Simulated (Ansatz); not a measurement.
# SiH₂ (triplet): correlated methods under varied settings at angle H2–Si1–H3 = 107.8°

What do other methods and options give for SiH₂ (triplet) at this geometry, and how long do they take?

Program: Ansatz 0.2.0, Gaussian basis. Level of theory: the settings change from run to run. These are calculated values, not measurements.

10 further runs of the same task are left out: 1 for a mislabelled method, 5 that didn't finish, 4 set aside as unsound or not needed.

**1. The geometry**

The geometry derives from a PBE0/def2-TZVP stationary point (not a proven minimum). One angle is set to the value named; bond lengths are kept.

3 atoms, charge 0, spin multiplicity 3.

Atoms are counted from 1 here; the program's logs count them from 0.

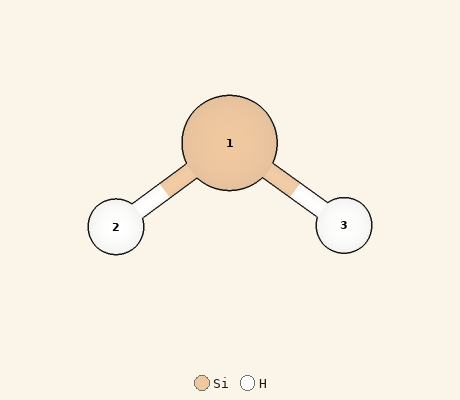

The geometry (silicon light orange, hydrogen white); atoms are numbered from 1 in the order of the file.

**2. MP2 on ROHF/6-31++G****

The input, in.yaml:

```yaml
crystal:
  periodic: [false, false, false]
  atoms:
    - {symbol: Si, position_ang: [0.000000, -0.058636, 0.000000]}
    - {symbol: H, position_ang: [0.000000, 0.816927, -1.200694]}
    - {symbol: H, position_ang: [0.000000, 0.816925, 1.200696]}
basis:
  gaussian: {orbitals: "6-31++G**"}
magnetization: {spin_polarized: false, initial_magnetization: 2}
hamiltonian: {pseudopotentials: {relativity: none}}
correlation: {method: mp2, electrons: outside_noble_gas}
accuracy: high
output: {forces: true}
```

Run with:

```console
> ansatz run in.yaml --threads 1 --pin off --events-out ev --progress --plain --max-ram 2393MiB
```

Output:

```text
Functional definition: HF
  name "HF"
  cite "Fock, Z. Phys. 61, 126 (1930) doi:10.1007/BF01340294"
  parent pbe
  exchange = exact_x
  correlation = 0
614 factors; integrals over basis functions are off by at most 3.6e-9 eV
mean field evaluation 1: about -7890.3760 eV, gradient 7.6e0 eV
mean field evaluation 2: about -7890.3795 eV, gradient 7.6e0 eV
mean field evaluation 4: about -7891.0969 eV, gradient 6.5e-1 eV
mean field evaluation 8: about -7891.1026 eV, gradient 5.3e-4 eV
mean field -7891.10259141 eV, -289.9926714528 hartree, gradient 1.7e-8 eV, S^2 2.000000; 0 other end points of the search recorded, 0 dependent functions left out
mean field evaluation 16: about -7891.0240 eV, gradient 2.5e0 eV
5 core orbitals not correlated: weight in the atoms' cores, before any rotation towards them, 1.000 or more for the frozen orbitals, at most 0.000 for the correlated occupied ones
reference -7891.10259141 eV, -289.9926714528 hartree; 4, 2 occupied and 26, 28 virtual orbitals, 614 factors
second order -1.83839652 eV of doubles, -0.02853031 eV of singles
the calculation of the forces begins
Total energy: -7892.96951824 eV, -290.0612797483 hartree
Atom 0 at     0.000000    -0.058636     0.000000 Å, force     0.000000     0.961520     0.000001 eV/Å
Atom 1 at     0.000000     0.816927    -1.200694 Å, force    -0.000000    -0.480760    -0.066969 eV/Å
Atom 2 at     0.000000     0.816925     1.200696 Å, force     0.000000    -0.480760     0.066968 eV/Å
Dipole moment:    -0.000000    -0.110654    -0.000000 e Å
```

It took 0.57 s on 1 thread of Arm Neoverse V1, shared host.

**3. MP2 on ROHF/aug-cc-pVDZ**

The input, in.yaml:

```yaml
crystal:
  periodic: [false, false, false]
  atoms:
    - {symbol: Si, position_ang: [0.000000, -0.058636, 0.000000]}
    - {symbol: H, position_ang: [0.000000, 0.816927, -1.200694]}
    - {symbol: H, position_ang: [0.000000, 0.816925, 1.200696]}
basis:
  gaussian: {orbitals: aug-cc-pVDZ}
magnetization: {spin_polarized: false, initial_magnetization: 2}
hamiltonian: {pseudopotentials: {relativity: scalar}}
correlation: {method: mp2, electrons: all}
```

Same command.

Output:

```text
Functional definition: HF
  name "HF"
  cite "Fock, Z. Phys. 61, 126 (1930) doi:10.1007/BF01340294"
  parent pbe
  exchange = exact_x
  correlation = 0
446 factors; integrals over basis functions are off by at most 8.1e-4 eV
mean field evaluation 1: about -7905.4798 eV, gradient 7.5e0 eV
mean field evaluation 2: about -7905.4798 eV, gradient 7.5e0 eV
mean field evaluation 4: about -7906.2765 eV, gradient 8.6e-1 eV
mean field evaluation 8: about -7906.2905 eV, gradient 6.5e-4 eV
mean field -7906.29049172 eV, -290.5508164947 hartree, gradient 5.8e-7 eV, S^2 2.000000; 0 other end points of the search recorded, 0 dependent functions left out
mean field evaluation 16: about -7906.3320 eV, gradient 3.5e-1 eV
reference -7906.29049172 eV, -290.5508164947 hartree; 9, 7 occupied and 36, 38 virtual orbitals, 446 factors
second order -2.27766166 eV of doubles, -0.02989126 eV of singles
Total energy: -7908.59804465 eV, -290.6356175005 hartree
Relativity: scalar
```

Wall time 0.33 s (1 thread of Arm Neoverse V1, shared host).

**4. MRCISD+Q(relaxed)(2,3)/def2-mTZVP**

The input, in.yaml:

```yaml
crystal:
  periodic: [false, false, false]
  atoms:
    - {symbol: Si, position_ang: [0.000000, -0.058636, 0.000000]}
    - {symbol: H, position_ang: [0.000000, 0.816927, -1.200694]}
    - {symbol: H, position_ang: [0.000000, 0.816925, 1.200696]}
basis:
  gaussian: {orbitals: def2-mTZVP}
magnetization: {spin_polarized: false, initial_magnetization: 2}
correlation: {method: fic_mrcisd_q_relaxed, electrons: outside_noble_gas, active_space: {window: {electrons: 2, orbitals: 3}}}
```

Launched as before.

Output, cut to the lines that bear on the results:

```text
Functional definition: HF
  name "HF"
  cite "Fock, Z. Phys. 61, 126 (1930) doi:10.1007/BF01340294"
  parent pbe
[...]
255 factors; integrals over basis functions are off by at most 6.1e-4 eV
[...]
mean field -7891.45198338 eV, -290.0055113709 hartree, gradient 9.5e-6 eV, S^2 2.000000; 0 other end points of the search recorded, 0 dependent functions left out
reference -7891.45198338 eV, -290.0055113709 hartree; 9, 7 occupied and 19, 21 virtual orbitals, 255 factors
state -7891.45198338 eV, -290.0055113709 hartree
contracted CI cycle   1: correlation 0.00000000 eV, 0.0000000000 hartree, residual 1.01e1 eV
contracted CI cycle   2: correlation -1.88541116 eV, -0.0692875822 hartree, residual 1.85e0 eV
contracted CI cycle   3: correlation -1.96604493 eV, -0.0722508187 hartree, residual 5.00e-1 eV
contracted CI cycle   4: correlation -1.97172366 eV, -0.0724595080 hartree, residual 1.44e-1 eV
contracted CI cycle   5: correlation -1.97219757 eV, -0.0724769240 hartree, residual 4.55e-2 eV
contracted CI cycle   6: correlation -1.97224464 eV, -0.0724786539 hartree, residual 1.53e-2 eV
contracted CI cycle   7: correlation -1.97224892 eV, -0.0724788108 hartree, residual 5.08e-3 eV
contracted CI cycle   8: correlation -1.97224931 eV, -0.0724788252 hartree, residual 1.22e-3 eV
state -7891.45198338 eV, -290.0055113709 hartree; corrected -7893.52746012 eV, -290.0817837342 hartree
WARN: 1 active orbitals are nearly empty or full. The corrections depend on them more than the energy does, and are more stable in an active space without them
Total energy: -7893.52746012 eV, -290.0817837342 hartree
```

Run time: 0.48 s. Hardware: 1 thread of Arm Neoverse V1, shared host.

From the report: 2 determinants; active occupations 1.00, 1.00, 0.00. The report marks this result as in doubt.

**5. MP2 on UHF/STO-3G**

The input, in.yaml:

```yaml
crystal:
  periodic: [false, false, false]
  atoms:
    - {symbol: Si, position_ang: [0.000000, -0.058636, 0.000000]}
    - {symbol: H, position_ang: [0.000000, 0.816927, -1.200694]}
    - {symbol: H, position_ang: [0.000000, 0.816925, 1.200696]}
basis:
  gaussian: {orbitals: STO-3G}
magnetization: {spin_polarized: true, initial_magnetization: 2}
correlation: {method: mp2, electrons: all}
output: {forces: true}
```

Same command.

Output, cut to the lines that bear on the results:

```text
Functional definition: HF
  name "HF"
  cite "Fock, Z. Phys. 61, 126 (1930) doi:10.1007/BF01340294"
  parent pbe
[...]
116 factors; integrals over basis functions are off by at most 1.3e-5 eV
[...]
mean field -7799.80143915 eV, -286.6374159936 hartree, gradient 8.7e-6 eV, S^2 2.002212; 0 other end points of the search recorded, 0 dependent functions left out
reference -7799.80143915 eV, -286.6374159936 hartree; 9, 7 occupied and 2, 4 virtual orbitals, 116 factors
second order -0.71014555 eV of doubles, -0.00000000 eV of singles
[...]
Total energy: -7800.51158471 eV, -286.6635133613 hartree
Atom 0 at     0.000000    -0.058636     0.000000 Å, force     0.000000     1.818146     0.000002 eV/Å
Atom 1 at     0.000000     0.816927    -1.200694 Å, force     0.000000    -0.909074     0.730773 eV/Å
Atom 2 at     0.000000     0.816925     1.200696 Å, force    -0.000000    -0.909073    -0.730775 eV/Å
Dipole moment:     0.000000    -0.241086    -0.000000 e Å
```

Run time: 0.09 s. Hardware: 1 thread of Arm Neoverse V1, shared host.

From the report: ⟨S²⟩ of the determinant 2.002 (pure triplet: 2.00).

**6. CASSCF(2,6)/6-31++G****

The input, in.yaml:

```yaml
crystal:
  periodic: [false, false, false]
  atoms:
    - {symbol: Si, position_ang: [0.000000, -0.058636, 0.000000]}
    - {symbol: H, position_ang: [0.000000, 0.816927, -1.200694]}
    - {symbol: H, position_ang: [0.000000, 0.816925, 1.200696]}
basis:
  gaussian: {orbitals: "6-31++G**", point_charges: [{charge: -1.00, position_ang: [2.910, 0.007, -0.101]}]}
magnetization: {spin_polarized: false, initial_magnetization: 2}
correlation: {active_space: {window: {electrons: 2, orbitals: 6}}}
output: {forces: true}
```

Launched as before.

Output, cut to the lines that bear on the results:

```text
Functional definition: HF
  name "HF"
  cite "Fock, Z. Phys. 61, 126 (1930) doi:10.1007/BF01340294"
  parent pbe
[...]
303 factors; integrals over basis functions are off by at most 1.0e-3 eV
[...]
mean field -7891.40578122 eV, -290.0038134730 hartree, gradient 6.3e-6 eV, S^2 2.000000; 0 other end points of the search recorded, 0 dependent functions left out
reference -7891.40578122 eV, -290.0038134730 hartree; 9, 7 occupied and 26, 28 virtual orbitals, 303 factors
state -7891.50059036 eV, -290.0072976444 hartree
[...]
Total energy: -7891.50059036 eV, -290.0072976444 hartree
Atom 0 at     0.000000    -0.058636     0.000000 Å, force     0.559916     0.947530    -0.045035 eV/Å
Atom 1 at     0.000000     0.816927    -1.200694 Å, force    -0.031186    -0.468105    -0.032257 eV/Å
Atom 2 at     0.000000     0.816925     1.200696 Å, force    -0.027756    -0.450391     0.058489 eV/Å
Dipole moment:     0.434275    -0.205673    -0.010701 e Å
```

Wall time 0.63 s (1 thread of Arm Neoverse V1, shared host).

From the report: 36 determinants; active occupations 1.00, 1.00, 0.00, 0.00, 0.00, 0.00.

**7. CASSCF(2,10)/6-31G**

The input, in.yaml:

```yaml
crystal:
  periodic: [false, false, false]
  atoms:
    - {symbol: Si, position_ang: [0.000000, -0.058636, 0.000000]}
    - {symbol: H, position_ang: [0.000000, 0.816927, -1.200694]}
    - {symbol: H, position_ang: [0.000000, 0.816925, 1.200696]}
basis:
  gaussian: {orbitals: 6-31G}
magnetization: {spin_polarized: false, initial_magnetization: 2}
correlation: {active_space: {window: {electrons: 2, orbitals: 10}}}
output: {forces: true}
```

Same command.

Output, cut to the lines that bear on the results:

```text
Functional definition: HF
  name "HF"
  cite "Fock, Z. Phys. 61, 126 (1930) doi:10.1007/BF01340294"
  parent pbe
[...]
204 factors; integrals over basis functions are off by at most 2.0e-4 eV
[...]
mean field -7890.30431918 eV, -289.9633354894 hartree, gradient 2.0e-6 eV, S^2 2.000000; 0 other end points of the search recorded, 0 dependent functions left out
reference -7890.30431918 eV, -289.9633354894 hartree; 9, 7 occupied and 8, 10 virtual orbitals, 204 factors
state -7890.33233239 eV, -289.9643649559 hartree
[...]
Total energy: -7890.33233239 eV, -289.9643649559 hartree
Atom 0 at     0.000000    -0.058636     0.000000 Å, force     0.000000     0.542665     0.000000 eV/Å
Atom 1 at     0.000000     0.816927    -1.200694 Å, force    -0.000000    -0.271332    -0.378456 eV/Å
Atom 2 at     0.000000     0.816925     1.200696 Å, force    -0.000000    -0.271333     0.378456 eV/Å
Dipole moment:    -0.000000    -0.138471    -0.000000 e Å
```

Wall time 0.21 s (1 thread of Arm Neoverse V1, shared host).

From the report: 100 determinants; active occupations 1.00, 1.00, 0.00, 0.00, 0.00, 0.00, 0.00, 0.00, 0.00, 0.00.

**8. CASSCF(8,6)/cc-pVDZ**

in.yaml: that of step 7 with these lines changed.

```diff
@@ -7,5 +7,6 @@
 basis:
-  gaussian: {orbitals: 6-31G}
+  gaussian: {orbitals: cc-pVDZ, fitting: {mean_field: def2-universal-jkfit}}
 magnetization: {spin_polarized: false, initial_magnetization: 2}
-correlation: {active_space: {window: {electrons: 2, orbitals: 10}}}
+correlation: {active_space: {window: {electrons: 8, orbitals: 6}}}
+scf: {lower_state_search: off}
 output: {forces: true}
```

Launched as before.

Output, cut to the lines that bear on the results:

```text
Functional definition: HF
  name "HF"
  cite "Fock, Z. Phys. 61, 126 (1930) doi:10.1007/BF01340294"
  parent pbe
[...]
164 factors; integrals over basis functions are off by at most 3.6e-1 eV
[...]
mean field -7891.51102545 eV, -290.0076811271 hartree, gradient 1.4e-6 eV, S^2 2.000000; 0 other end points of the search recorded, 0 dependent functions left out
reference -7891.51102545 eV, -290.0076811271 hartree; 9, 7 occupied and 19, 21 virtual orbitals, 164 factors
state -7891.92813619 eV, -290.0230096639 hartree
[...]
WARN: the results are in doubt because the forces break the atoms' symmetry
Total energy: -7891.92813619 eV, -290.0230096639 hartree
Atom 0 at     0.000000    -0.058636     0.000000 Å, force     0.000000     0.438530    -0.348708 eV/Å
Atom 1 at     0.000000     0.816927    -1.200694 Å, force    -0.000000    -0.346406    -0.245763 eV/Å
Atom 2 at     0.000000     0.816925     1.200696 Å, force    -0.000000    -0.092124     0.594471 eV/Å
Dipole moment:    -0.000000    -0.093269     0.020213 e Å
In doubt: the forces break the atoms' symmetry
Checks for a lower state left out: stability, starts, cluster_reference, orbital_swaps, neighbouring_geometries, increment
```

It took 0.15 s on 1 thread of Arm Neoverse V1, shared host.

From the report: 225 determinants; active occupations 2.00, 2.00, 1.98, 1.00, 1.00, 0.02. The program marks this result as in doubt; its last lines say why.

**9. BCCD(T) on ROHF/cc-pVDZ**

The input, in.yaml:

```yaml
crystal:
  periodic: [false, false, false]
  atoms:
    - {symbol: Si, position_ang: [0.000000, -0.058636, 0.000000]}
    - {symbol: H, position_ang: [0.000000, 0.816927, -1.200694]}
    - {symbol: H, position_ang: [0.000000, 0.816925, 1.200696]}
basis:
  gaussian: {orbitals: cc-pVDZ}
magnetization: {spin_polarized: false, initial_magnetization: 2}
correlation: {method: bccd_t, electrons: outside_noble_gas}
scf: {omitted_lower_state_checks: [cluster_reference]}
```

Launched as before.

Output, cut to the lines that bear on the results:

```text
Functional definition: HF
  name "HF"
  cite "Fock, Z. Phys. 61, 126 (1930) doi:10.1007/BF01340294"
  parent pbe
[...]
271 factors; integrals over basis functions are off by at most 1.2e-3 eV
[...]
mean field -7891.51070671 eV, -290.0076694134 hartree, gradient 1.2e-6 eV, S^2 2.000000; 0 other end points of the search recorded, 0 dependent functions left out
5 core orbitals not correlated: weight in the atoms' cores, before any rotation towards them, 1.000 or more for the frozen orbitals, at most 0.000 for the correlated occupied ones
reference -7891.51070671 eV, -290.0076694134 hartree; 4, 2 occupied and 19, 21 virtual orbitals, 271 factors
second order -1.98360789 eV of doubles, -0.02989492 eV of singles
cycle   1  -2.44997070 eV  change   -4.4e-1 eV  update   5.1e-2
[...]
cycle   9  -2.61278553 eV  change   -2.9e-6 eV  update   7.3e-6
perturbative correction -0.05325674 eV, -0.0019571489 hartree
Total energy: -7894.17674897 eV, -290.1056446594 hartree
Checks for a lower state left out: cluster_reference
```

Run time: 0.45 s. Hardware: 1 thread of Arm Neoverse V1, shared host.

From the report: correlation -2.6660 eV; largest double amplitude 0.04.

**10. CASCI(4,5)/6-31++G****

The input, in.yaml:

```yaml
crystal:
  periodic: [false, false, false]
  atoms:
    - {symbol: Si, position_ang: [0.000000, -0.058636, 0.000000]}
    - {symbol: H, position_ang: [0.000000, 0.816927, -1.200694]}
    - {symbol: H, position_ang: [0.000000, 0.816925, 1.200696]}
basis:
  gaussian: {orbitals: "6-31++G**"}
magnetization: {spin_polarized: false, initial_magnetization: 2}
correlation: {active_space: {window: {electrons: 4, orbitals: 5}, fixed_orbitals: true, states: [{multiplicity: 3, weights: [0.5, 1]}]}}
scf: {lower_state_search: full}
```

Launched as before.

Output:

```text
Functional definition: HF
  name "HF"
  cite "Fock, Z. Phys. 61, 126 (1930) doi:10.1007/BF01340294"
  parent pbe
  exchange = exact_x
  correlation = 0
542 factors; integrals over basis functions are off by at most 1.7e-7 eV
mean field evaluation 1: about -7890.3765 eV, gradient 7.6e0 eV
mean field evaluation 2: about -7890.3795 eV, gradient 7.6e0 eV
mean field evaluation 4: about -7891.0970 eV, gradient 6.5e-1 eV
mean field evaluation 8: about -7891.1026 eV, gradient 6.2e-4 eV
mean field evaluation 16: about -7889.7862 eV, gradient 1.3e1 eV
mean field evaluation 32: about -7891.1026 eV, gradient 6.6e-4 eV
mean field -7891.10259139 eV, -289.9926714520 hartree, gradient 3.8e-6 eV, S^2 2.000000; 4 other end points of the search recorded, 0 dependent functions left out
reference -7891.10259139 eV, -289.9926714520 hartree; 9, 7 occupied and 26, 28 virtual orbitals, 542 factors
state -7891.10453454 eV, -289.9927428615 hartree
state -7885.58667023 eV, -289.7899650885 hartree
Total energy: -7887.42595834 eV, -289.8575576795 hartree
```

Wall time 0.27 s (1 thread of Arm Neoverse V1, shared host).

From the report: 24 determinants; active occupations (of the averaged states) 2.00, 1.00, 0.67, 0.33, 0.00.

**11. All runs side by side**

Where basis and cores are those of an earlier FCI/cc-pVDZ run (-7894.1943 eV), and the state is the same kind, the miss against it is given. † marks a result that the program doubts.

```tsv
level	correlated	functions	energy (eV)	from FCI (meV)	time
MP2 on ROHF/6-31++G**	outside noble gas	35	-7892.9695		0.57 s
MP2 on ROHF/aug-cc-pVDZ (relativity set)	all	45	-7908.5980		0.33 s
MRCISD+Q(relaxed)(2,3)/def2-mTZVP †	outside noble gas	28	-7893.5275		0.48 s
MP2 on UHF/STO-3G	all	11	-7800.5116		0.09 s
CASSCF(2,6)/6-31++G** (beside a point charge)		35	-7891.5006		0.63 s
CASSCF(2,10)/6-31G		17	-7890.3323		0.21 s
CASSCF(8,6)/cc-pVDZ †		28	-7891.9281	2266.1	0.15 s
BCCD(T) on ROHF/cc-pVDZ	outside noble gas	28	-7894.1767	17.5	0.45 s
CASCI(4,5)/6-31++G** (mean of several states)		35	-7887.4260		0.27 s
```

**12. Summary of results**

| quantity | value |
| --- | --- |
| runs | 9 |
| quickest | MP2 on UHF/STO-3G, 0.09 s |
| slowest | CASSCF(2,6)/6-31++G** (beside a point charge), 0.63 s |

In words: Total energies in different bases, with other cores or another treatment of relativity can't be set against each other. CASSCF(2,6)/6-31++G** (beside a point charge) took 7 times as long as MP2 on UHF/STO-3G; the jobs differ in more than the method. Hartree-Fock, CASSCF and CASCI lack dynamic correlation by design.
